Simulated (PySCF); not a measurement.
C₂H₄S₂, SMILES C(/S)=C/S at its B3LYP/def2-SVP optimised geometry (Å):

```
8

S      1.1377     0.7619    -0.0014
C      0.1325    -0.6994     0.0000
C     -1.2109    -0.6994     0.0000
S     -2.3271     0.6668     0.0000
H      2.3271     0.1234     0.0021
H      0.6657    -1.6526     0.0005
H     -1.7400    -1.6566     0.0002
H     -1.4038     1.6566     0.0052
```

Level of theory: B3LYP/def2-TZVP (PySCF). Cells within 0.4 Å of a nucleus heavier than hydrogen are left out (blank, or x).

Map of the electrostatic potential (hartree/e), clipped to [-0.08, 0.12] on the plane z = 0.0 Å:

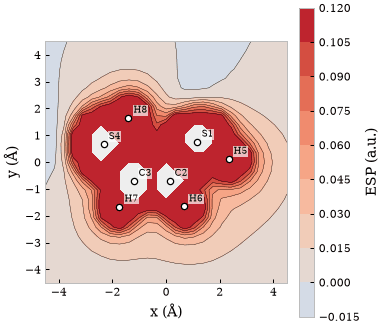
Figure. Electrostatic potential (hartree/e), clipped to [-0.08, 0.12] on the plane z = 0.0 Å.
